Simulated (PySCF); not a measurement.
**SiHF3 (SMILES F[SiH](F)F) at 6 levels**

We compute a comparison of 6 runs (B2PLYP/def2-SVPD, B3LYP/def2-SVPD, BHLYP/def2-SVPD, r2SCAN/def2-SVPD, wB97X/def2-SVPD, SCS-MP2/def2-SVPD) of SiHF3. The job is set up through a Python script.

Program for the calculation: PySCF 2.14.0.

2 further runs of the same task are left out: 2 set aside as unsound or not needed.

**1. The system as given**

SiHF3 has 5 atoms, charge 0, and is taken as a singlet. SMILES: `F[SiH](F)F`. Geometry: relaxed at PBE0-D4/def2-TZVP.

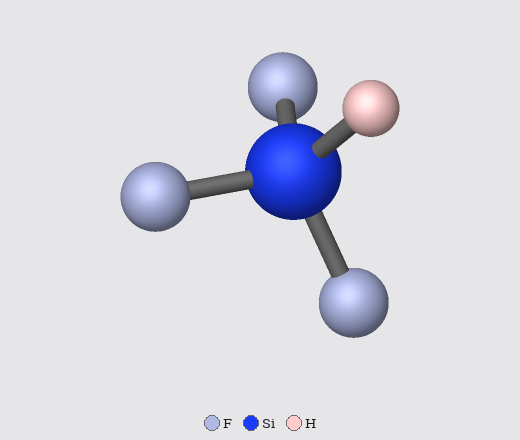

The structure, seen from a chosen angle (fluorine light blue, silicon blue, hydrogen pink).

**2. A single-point energy at B2PLYP/def2-SVPD (run 1)**

calc.py

```python
from pyscf import gto, dft, mp

molecule = gto.M(
    atom='''
F     -0.844897    -0.155335     2.818149
Si     0.076912     0.003213    -0.003402
F     -1.128355     2.421495    -1.241928
F     -0.937115    -2.387291    -1.449798
H      2.833455     0.117919    -0.123021
''',
    charge=0,
    max_memory=1860,
    unit='bohr',
    verbose=3,
    basis='def2-svpd',
)

mf = dft.RKS(molecule, xc='0.53*HF + 0.47*B88, 0.73*LYP')
mf.conv_tol = 1e-10
mf.grids.level = 5
mf.kernel()
if not mf.converged:
    mf = mf.newton().run(mf.mo_coeff, mf.mo_occ)

pt = mp.MP2(mf, frozen=8).run()
e_final = mf.e_tot + 0.27 * pt.e_corr
print('PT2 part  %.8f' % (0.27 * pt.e_corr))
print(f'total energy: {e_final:.8f} hartree')
```

On the command line:

```sh
$ OMP_NUM_THREADS=1 python calc.py
```

Log:

```text
converged SCF energy = -588.952554406919
E(RMP2) = -589.768564019029  E_corr = -0.816009612109535
E(SCS-RMP2) = -589.73861583493  E_corr = -0.786061428011384
PT2 part  -0.22032260
total energy: -589.17287700 hartree
```

It took 16 s on 1 thread of Arm Neoverse V1, shared host; peak memory 0.51 GiB.

**3. The energy at B3LYP/def2-SVPD (run 2)**

geometry.xyz

```xyz
5
F3HSi
F     -0.447100    -0.082200     1.491300
Si     0.040700     0.001700    -0.001800
F     -0.597100     1.281400    -0.657200
F     -0.495900    -1.263300    -0.767200
H      1.499400     0.062400    -0.065100
```

job.py

```python
from pyscf import gto, dft

mol = gto.M(
    atom='geometry.xyz',
    basis='def2-svpd',
    max_memory=1860,
    verbose=4,
)

calc0 = dft.RKS(mol)
calc0.xc = 'b3lyp'
calc0.grids.level = 5
calc0.conv_tol = 1e-10
calc0.kernel()
if not calc0.converged:
    calc0 = calc0.newton().run(calc0.mo_coeff, calc0.mo_occ)

energy = calc0.e_tot
print('Final energy', energy)
```

On the command line:

```sh
$ OMP_NUM_THREADS=1 python job.py
```

Log:

```text
PySCF version 2.14.0

[... 71 lines left out ...]
converged SCF energy = -589.5203628786
Final energy -589.5203628785998
```

It took 17 s on 1 thread of Arm Neoverse V1, shared host; peak memory 0.51 GiB.

Runs 3 to 5 aren't shown in full; the table further down has their settings and results.

**4. The energy at SCS-MP2/def2-SVPD (run 6)**

input.py

```python
# F[SiH](F)F
from pyscf import gto, mp

system = gto.Mole()
system.atom = [
    ('F', (-0.447100, -0.082200, 1.491300)),
    ('Si', (0.040700, 0.001700, -0.001800)),
    ('F', (-0.597100, 1.281400, -0.657200)),
    ('F', (-0.495900, -1.263300, -0.767200)),
    ('H', (1.499400, 0.062400, -0.065100)),
]
system.spin = 0
system.max_memory = 1860
system.verbose = 3
system.basis = 'def2-svpd'
system.build()

myscf = system.RHF()
myscf.conv_tol = 1e-10
myscf.kernel()
if not myscf.converged:
    myscf = myscf.newton().run(myscf.mo_coeff, myscf.mo_occ)

pt = mp.MP2(myscf, frozen=8).run()
energy = myscf.e_tot + 1.2 * pt.e_corr_os + pt.e_corr_ss / 3
print('E = %.10f Eh' % energy)
```

On the command line:

```sh
$ OMP_NUM_THREADS=1 python input.py
```

Log:

```text
converged SCF energy = -587.710063578126
E(RMP2) = -588.389525517424  E_corr = -0.679461939297891
E(SCS-RMP2) = -588.365567097595  E_corr = -0.655503519468667
E = -588.3655670976 Eh
```

Wall time 2.6 s (1 thread of Arm Neoverse V1, shared host); peak memory 0.26 GiB.

**5. Overview of the runs**

| run | level | frozen core orbitals | integration grid | energy (Eh) | dipole moment (D) of the reference | HOMO energy (eV) | LUMO energy (eV) | wall time |
| --- | --- | --- | --- | --- | --- | --- | --- | --- |
| 1 | B2PLYP/def2-SVPD | 8 | 5 | -589.172877 | 1.52 | -12.92 | 1.22 | 16 s |
| 2 | B3LYP/def2-SVPD | – | 5 | -589.520363 | 1.43 | -11.11 | 0.24 | 17 s |
| 3 | BHLYP/def2-SVPD | – | 5 | -589.396039 | 1.53 | -12.95 | 1.01 | 18 s |
| 4 | r2SCAN/def2-SVPD | – | 5 | -589.350462 | 1.35 | -10.09 | 0.56 | 51 s |
| 5 | wB97X/def2-SVPD | – | 5 | -589.431227 | 1.47 | -13.86 | 2.48 | 22 s |
| 6 | SCS-MP2/def2-SVPD | 8 | – | -588.365567 | 1.59 | -15.42 | 2.39 | 2.6 s |

**6. Results**

```
                                          quantity          value
                               run 6: total energy  -588.36557 Eh
       run 6: dipole moment (Hartree–Fock density)         1.59 D
        run 6: HOMO energy (Hartree–Fock orbitals)      -15.42 eV
        run 6: LUMO energy (Hartree–Fock orbitals)        2.39 eV
      run 6: HOMO–LUMO gap (Hartree–Fock orbitals)       17.82 eV
run 6: correlation energy (8 core orbitals frozen)     -655.5 mEh
```

Over runs 1, 2, 3, 4, 5 the dipole moment (its size) runs from 1.35 D (r2SCAN/def2-SVPD) to 1.53 D (BHLYP/def2-SVPD). Over runs 1, 2, 3, 4, 5 the HOMO–LUMO gap runs from 10.65 eV (r2SCAN/def2-SVPD) to 16.34 eV (wB97X/def2-SVPD). Totals of different functionals can't be ranked against each other. All runs together took 2.1 min, the longest 51 s.
